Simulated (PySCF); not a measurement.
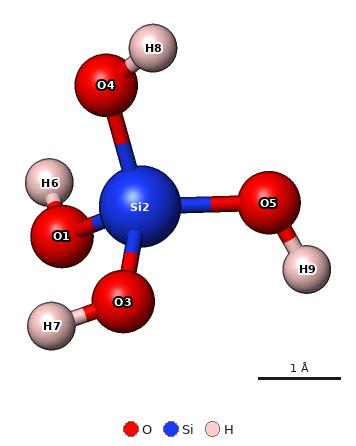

The structure (ball-and-stick view, seen at a tilt; atoms are numbered from 1 in the order of the input). Bond lengths as drawn: H–O 0.95 Å and O–Si 1.62 Å.

**NMR shielding calculation, with input and output: SiH4O4**

SiH4O4, SMILES O[Si](O)(O)O, computed with GIAO B97-2/pcSseg-1 NMR shielding, non-relativistic, IEF-PCM chloroform (PySCF 2.14.0).

The geometry comes from this level: GFN2-xTB. Figures and captions count atoms from 1; the log counts them from 0 in places.

### Log
```
coarse grid: 8448 points
cycle   1  E = -592.5125426609  dE =  8.534e-01  |g| = 1.299e+00  |ddm| = 2.802e+00
cycle   2  E = -592.2930924290  dE =  2.195e-01  |g| = 1.715e+00  |ddm| = 1.565e+00
cycle   3  E = -592.7977447938  dE = -5.047e-01  |g| = 4.235e-02  |ddm| = 9.444e-01
cycle   4  E = -592.7980636908  dE = -3.189e-04  |g| = 1.078e-02  |ddm| = 3.689e-02
cycle   5  E = -592.7980860605  dE = -2.237e-05  |g| = 2.595e-03  |ddm| = 1.201e-02
cycle   6  E = -592.7980872055  dE = -1.145e-06  |g| = 2.678e-04  |ddm| = 2.260e-03
final grid: 78248 points
cycle   7  E = -592.8720618528  dE = -3.681e-05  |g| = 5.870e-03  |ddm| = 1.533e-02
cycle   8  E = -592.8720588945  dE =  2.958e-06  |g| = 7.027e-03  |ddm| = 6.407e-03
cycle   9  E = -592.8720665712  dE = -7.677e-06  |g| = 5.383e-04  |ddm| = 3.646e-03
cycle  10  E = -592.8720666095  dE = -3.829e-08  |g| = 5.159e-05  |ddm| = 2.529e-04
cycle  11  E = -592.8720666097  dE = -2.142e-10  |g| = 3.705e-05  |ddm| = 5.851e-05
cycle  12  E = -592.8720666100  dE = -2.327e-10  |g| = 5.824e-06  |ddm| = 2.175e-05
```

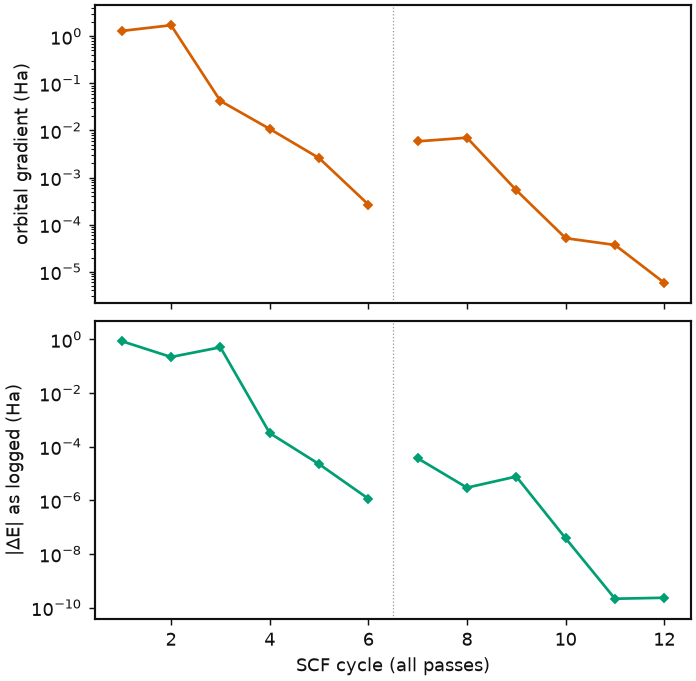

Convergence of the self-consistent field: orbital gradient and size of the energy change against the SCF cycle. The dotted line marks the change from a coarse to the final integration grid. The first 6 cycles use a coarse grid, the final grid takes over at cycle 7, and the field converges after 12 cycles in all.

```
converged SCF energy = -592.8720666100

GIAO shielding tensors (ppm)
atom      isotropic    diamagn.    paramagn.     s11        s22        s33       span
  0 O      297.246     390.631     -93.385    273.487    280.405    337.846     64.359
  1 Si     430.308     881.247    -450.940    423.318    423.479    444.126     20.808
  2 O      297.215     390.640     -93.424    273.470    280.368    337.808     64.338
  3 O      297.194     390.627     -93.434    273.451    280.373    337.756     64.305
  4 O      297.216     390.633     -93.416    273.440    280.383    337.827     64.387
  5 H       29.400      31.312      -1.912     21.094     23.444     43.662     22.568
  6 H       29.399      31.318      -1.919     21.096     23.440     43.661     22.564
  7 H       29.403      31.314      -1.911     21.102     23.446     43.660     22.558
  8 H       29.401      31.321      -1.920     21.097     23.441     43.665     22.567
```

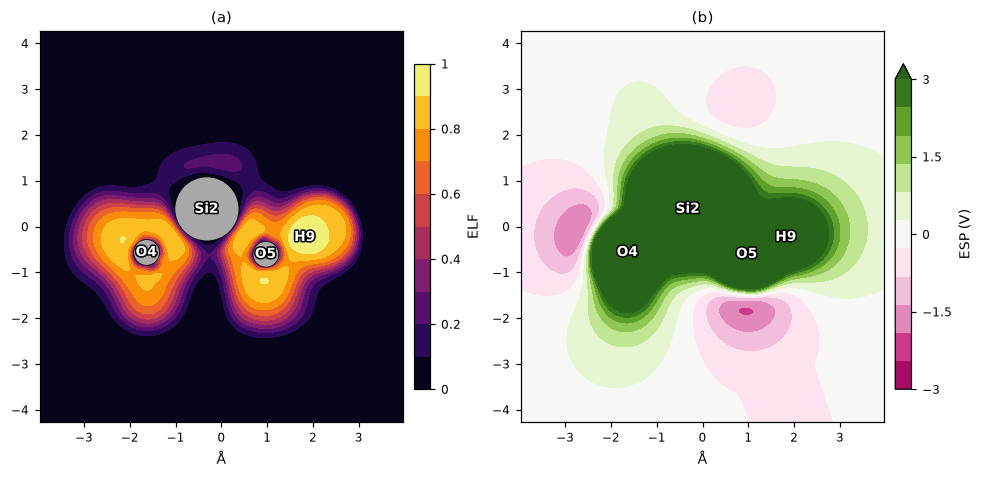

(a) ELF; (b) electrostatic potential on the plane of atoms O4, Si2 and O5. Grey discs, where drawn, cover atomic cores. The plane passes through Si, O and H nuclei. Si–O (1.62 Å): the ELF peaks at about 0.85 between the atoms, which marks a polar covalent bond.

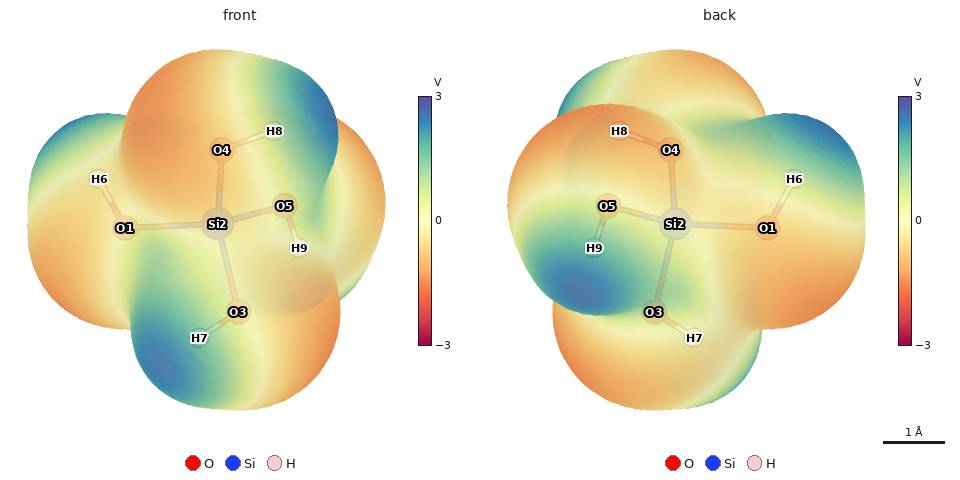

The electrostatic potential painted on the density surface at 0.002 e/bohr³, seen at a tilt and from behind; the colour scale runs from red (negative) to blue (positive). A positive charge is drawn to the negative regions and a negative charge to the positive ones. Its dipole moment is zero.

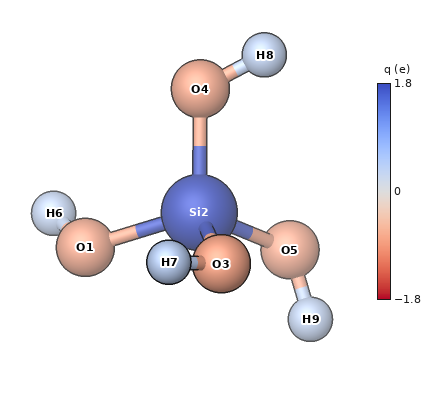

IAO charges, as the colour of each atom (ball-and-stick view, seen at a tilt; atoms are numbered from 1 in the order of the input). By element: O −0.82, Si +1.73 and H +0.39 e.

The run was set up as follows.

### The input
```
{"job": {"xc": "B97-2", "basis": "pcSseg-1", "solvent": "chloroform", "kind": "nmr", "pop": true}, "charge": 0, "multiplicity": 1}
O      1.042675    -0.824693     0.932931
Si     0.001819     0.000930    -0.002229
O     -1.275823    -0.972373    -0.247138
O      0.816654     0.426702    -1.341777
O     -0.576744     1.374048     0.645463
H      1.930289    -0.492405     1.026533
H     -1.116282    -1.890185    -0.445139
H      0.427779     1.073327    -1.922887
H     -1.236805     1.310642     1.329062
```

The first line tells a small driver script what to run in PySCF; the rest is the geometry in Å.

Launch command:
```bash
OMP_NUM_THREADS=1 python <driver script> task.json out
```

### Results in brief

- outcome: converged
- total energy: −592.872067 hartree
- HOMO: −8.78 eV
- LUMO: 0.92 eV
- dipole moment: 0.01 D
- isotropic shielding, O: 297.2 to 297.2 ppm
- isotropic shielding, Si: 430.3 ppm
- isotropic shielding, H: 29.4 ppm
- hardware: 1 CPU thread, shared host
- wall time: 20 s
- peak memory: 0.54 GiB
